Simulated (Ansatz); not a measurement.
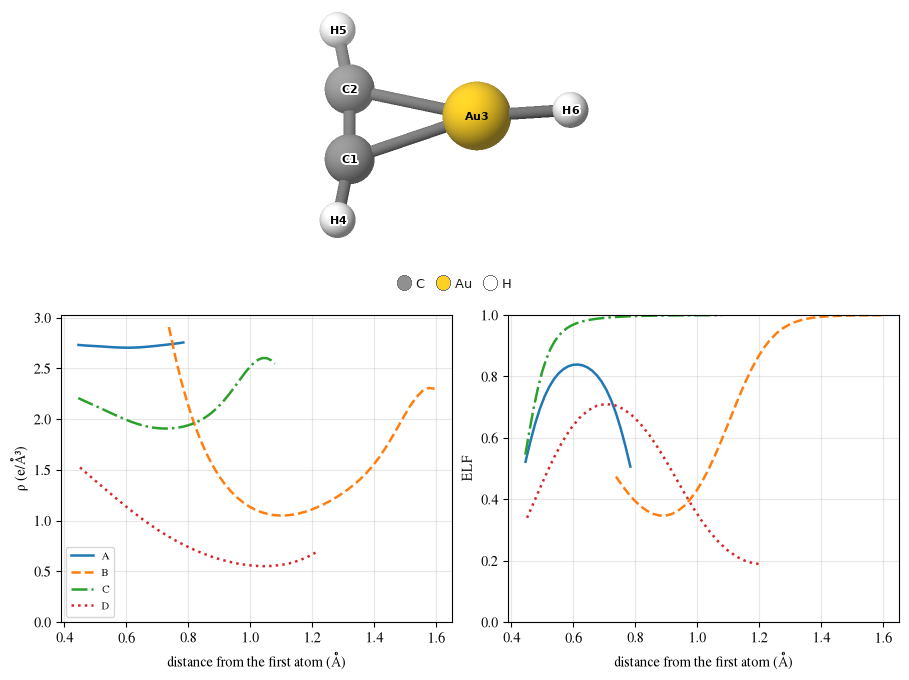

The picture shows: C₂H₃Au. Electron density and electron localisation function along straight lines between neighbouring atoms. The curves leave out the atomic cores. The structure is drawn too.

Geometry: PBE0-D3(BJ)/def2-SVP; core potentials replace the inner electrons of Au.

All numbers below come from isolated molecule in a Gaussian basis; Kohn-Sham density functional theory, functional PBE0 in Ansatz.

The calculation's input:

```
basis:
  gaussian:
    orbitals: def2-TZVPD
crystal:
  periodic: [false, false, false]
  atoms:
    - {symbol: C, position_ang: [-0.337931, -0.809345, 0.088381]}
    - {symbol: C, position_ang: [-0.962879, 0.172889, -0.307772]}
    - {symbol: Au, position_ang: [1.200473, 0.587438, -0.784120]}
    - {symbol: H, position_ang: [0.024662, -1.741559, 0.493722]}
    - {symbol: H, position_ang: [-1.677124, 0.933030, -0.584972]}
    - {symbol: H, position_ang: [2.561660, 1.253508, -1.280118]}
hamiltonian:
  xc: pbe0
output:
  forces: true
  orbitals: {seedname: orbitals}
```

Command:

```sh
ansatz run input.yaml --threads 1 --pin off --max-ram 2610MiB --events-out events.jsonl --progress --plain --runs-dir runs
```

Which curve belongs to which contact (Au–H, C–Au, C–C and C–H)? The first atom named is at distance zero.

Curve A: C–C (1.23 Å): the density is about 2.7 e/Å³ at the midpoint; the ELF peaks at about 0.85 between the atoms; a multiple bond. Curve B: Au–H (1.59 Å): the density is about 2.2 e/Å³ at the midpoint; the ELF climbs to about 1 towards the hydrogen. Curve C: C–H (1.08 Å): ρ is about 2.1 e/Å³ halfway; the ELF climbs to about 1 towards the hydrogen: an ordinary covalent bond to hydrogen. Curve D: C–Au (2.25 Å): ρ is about 0.58 e/Å³ halfway; the ELF peaks at about 0.70 in the valence shell of C, 0.7 Å from its nucleus, and is about 0.20 at the midpoint.
